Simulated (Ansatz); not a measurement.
Input

```
crystal:
  periodic: [false, false, false]
  atoms:
    - { symbol: Ti, position_ang: [0.0, 0.0, 0.0] }
    - { symbol: F, position_ang: [0.0, 0.0, 2.08] }
    - { symbol: "N", position_ang: [1.9426, 0.0, -0.686] }
    - { symbol: H, position_ang: [2.4408, -0.918, -0.8667] }
    - { symbol: H, position_ang: [2.4438, 0.918, -0.8582] }
    - { symbol: F, position_ang: [-0.8619, 1.4933, -0.6094] }
    - { symbol: F, position_ang: [-0.8619, -1.4933, -0.6094] }
    - { symbol: Cl, position_ang: [0.0, 0.0, 3.88] }
magnetization:
  spin_polarized: true
  initial_magnetization: 1
basis:
  gaussian: { orbitals: def2-SVP }
hamiltonian:
  xc: pbe
relax:
  f_tol: 0.15
  max_steps: 25
  restrain:
    - { distance: [1, 7], at: 2.7, k: 30.0 }
    - { distance: [0, 1], at: 1.83, k: 30.0 }
output:
  orbitals: {}
```

Launched as:

```sh
ansatz run input.yaml --threads 4 --pin off --max-ram 5120MiB --backend cpu --events-out ev --progress --plain --runs-dir out
```

The fields are those of the run's last geometry, not of the input's.

Not at a stationary point (largest force 0.8 eV/Å).

Computed with UKS PBE/def2-SVP (Ansatz).

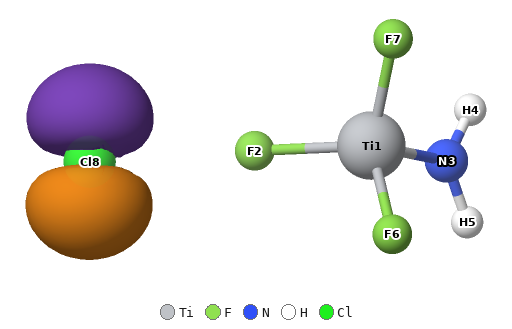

F3H2NTi···Cl (doublet). The HOMO−1 (α) at ±0.2 Å⁻³ᐟ² (orange and purple are the two phases), seen from one side.

> Describe this orbital and give its energy.

By Hirshfeld shares it lies mainly on Cl8 (about 100 %); largely a lone pair of Cl8. Its energy is −7.18 eV.
